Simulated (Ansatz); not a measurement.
# BBrH₃Si (charge −1): what the fields show

```xyz
6

Si    0.8450   -0.1878    0.2856
B    -0.7680    0.4489   -0.4166
Br    1.1839   -2.4737    0.5956
H    -1.4787   -0.1811   -1.1577
H    -0.9083    1.6502   -0.3581
H     1.4720    0.3702    1.5267
```

Geometry: PBE0-D4/def2-TZVPD.

Level of theory: RKS PBE0-D4/def2-TZVPPD in Ansatz.

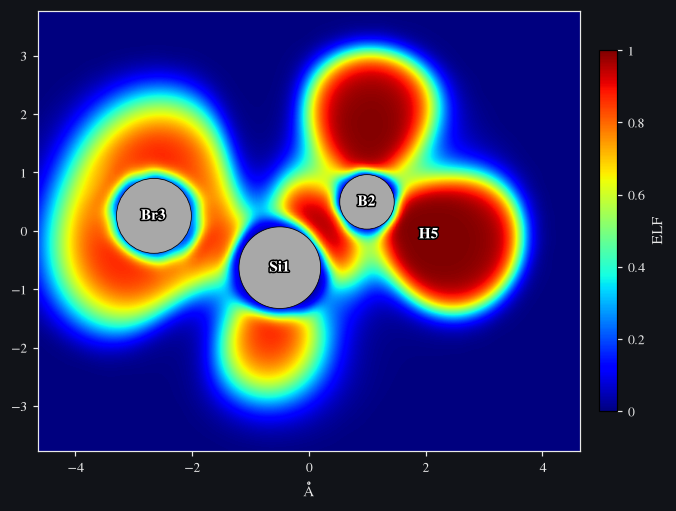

Figure 1. Electron localisation function on the plane of atoms B2, Si1 and Br3. Grey discs cover the atomic cores.

Question: What does the map show?

Answer:
- The section cuts through Si, B, Br and H sites.
- Si–B (1.87 Å): the ELF peaks at about 0.95 between the atoms: a covalent bond.
- Si–Br (2.33 Å): the ELF peaks at about 0.85 between the atoms: a polar covalent bond.
- B–H (1.21 Å): the ELF climbs to about 1 towards the hydrogen, as it does in any bond to H: an ordinary covalent bond to hydrogen.
- The ELF also peaks beside Br3, away from the bonds: lone-pair regions.

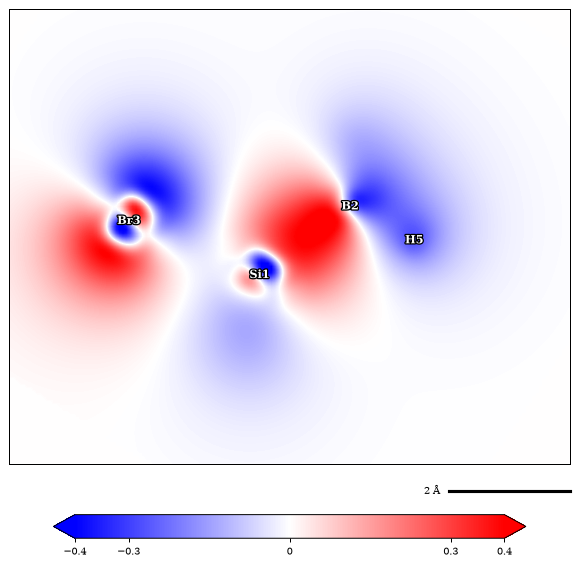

Figure 2. The HOMO−1 on the plane of atoms B2, Si1 and Br3 (values in Å⁻³ᐟ²; the overall sign is arbitrary).

Question: Where does this orbital lie, and at what energy?

Answer: It lies mainly on Br3 (about 40 %), Si1 (about 20 %), B2 (about 20 %) and H6 (about 10 %). Its energy is −3.20 eV.

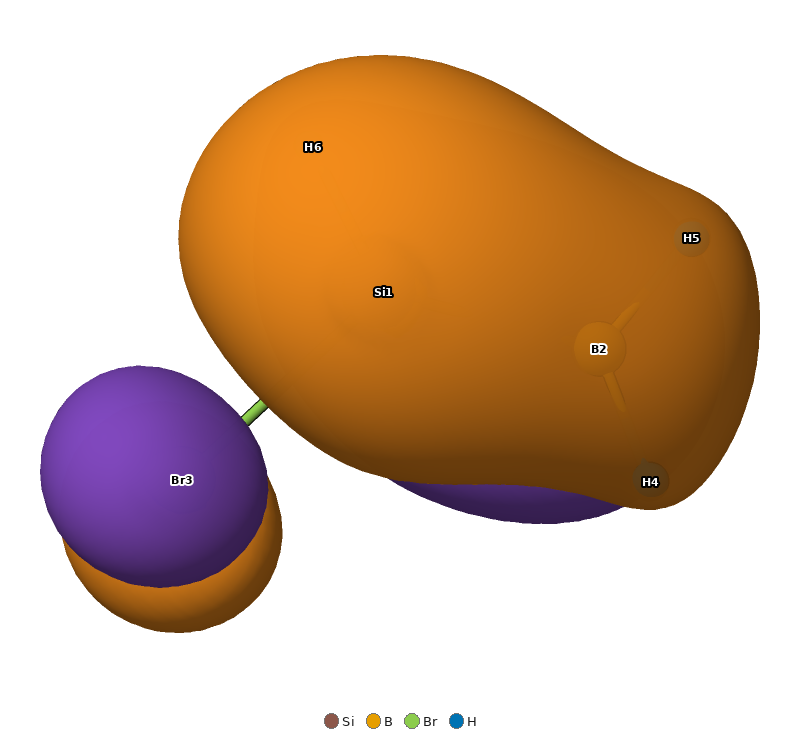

Figure 3. The HOMO at ±0.06 Å⁻³ᐟ² (orange and purple are the two phases), seen across its widest extent.

Question: Describe this orbital and give its energy.

Answer: It lies mainly on Si1 (about 55 %), B2 (about 30 %) and Br3 (about 10 %). Its energy is −0.43 eV.
